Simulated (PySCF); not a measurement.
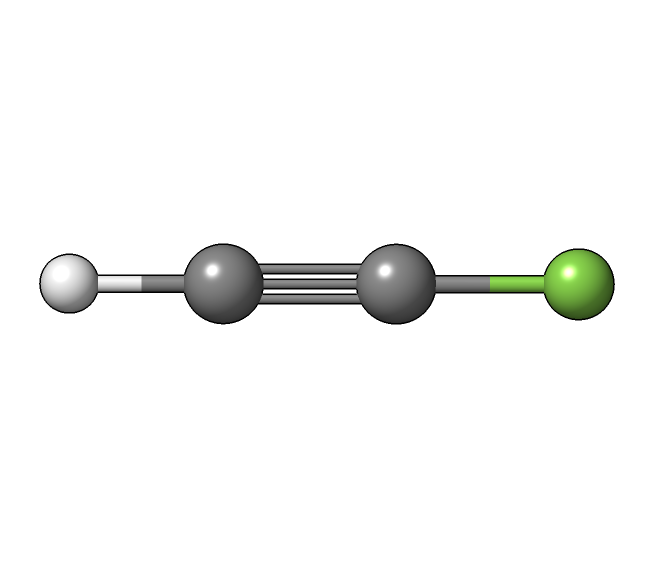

The picture shows a molecular structure as a ball-and-stick model. Double and triple bonds are drawn as two and three sticks. Colours: carbon grey, fluorine green, hydrogen white.

The geometry was computed by an optimisation with PBE0-D3(BJ)/def2-SVP. No frequency run is at hand to confirm it as a minimum.

Identify the structure.

The molecule is C₂HF. SMILES: `C#CF`. Among its groups: alkyne, C–F bond. This geometry has C∞v symmetry. All atoms lie on one line. Coordination: 2 C linear.

The parts below concern this one geometry. Atoms keep their numbers from picture to picture.

Core levels

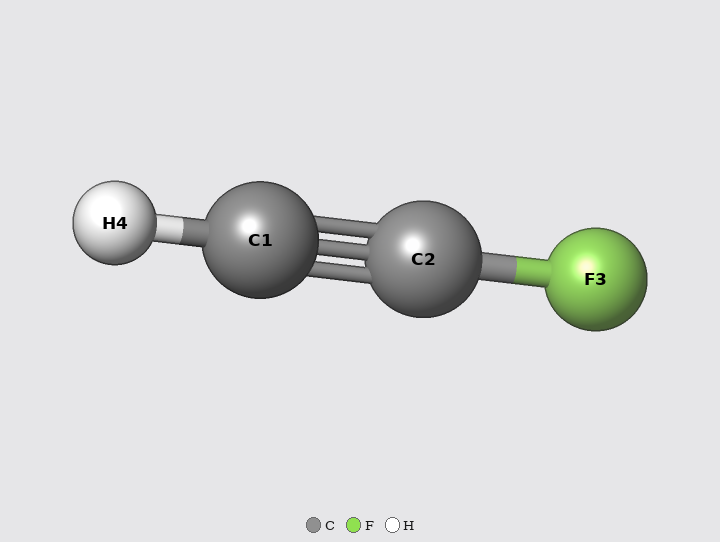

No frequency run is at hand to confirm it as a minimum. Level of theory: delta-SCF UKS SCAN, pcX-2 on the ionised atom, pcseg-1 elsewhere, spin-free X2C (PySCF 2.14.0).

Give the core-electron binding energies (to vacuum) of C1 1s, C2 1s, F3 1s.

```tsv
atom	level	binding energy (eV)
C1	1s	291.4
C2	1s	293.8
F3	1s	695.6
```

Bond orders

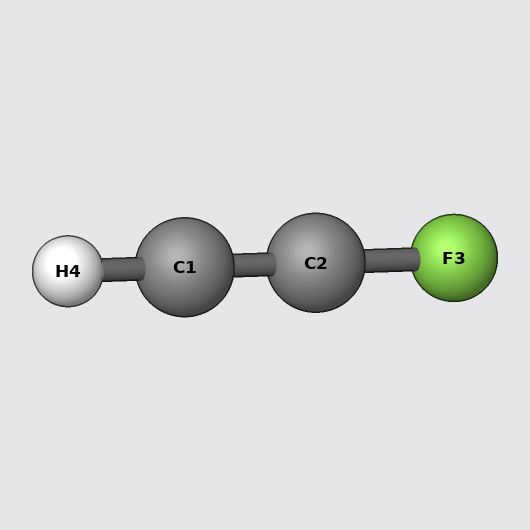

Every bond is drawn as one stick. No frequency run is at hand to confirm it as a minimum. Computed with PBE0/pcSseg-1 (PySCF 2.14.0).

**Which bond has the highest Mayer bond order?**

C1–C2, 2.70, at a length of 1.204 Å.

List the Mayer bond orders of C1–C2, C1–H4, C2–F3.

```json
{"bond": "C1–C2", "Mayer order": "2.70", "length (Å)": "1.204"}
{"bond": "C1–H4", "Mayer order": "1.02", "length (Å)": "1.073"}
{"bond": "C2–F3", "Mayer order": "1.09", "length (Å)": "1.270"}
```

Dipole moment

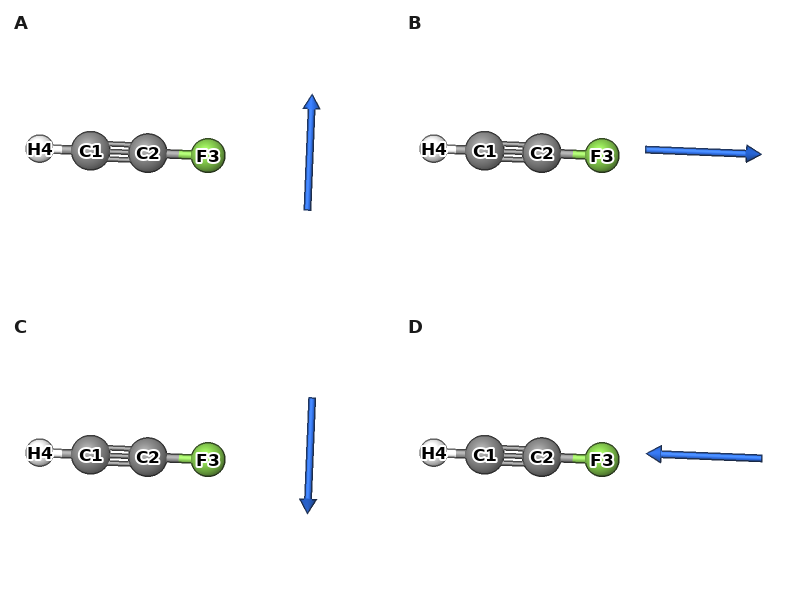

The same molecule four times, each with an arrow. No frequency run is at hand to confirm it as a minimum. Level of theory: B3LYP/pcJ-1, gas phase (PySCF 2.14.0).

**Which arrow points along the dipole moment, from the negative to the positive end?**

D. The dipole moment is 0.61 D; it points from the side of F3 to the side of H4 (the outermost atoms at the two ends).
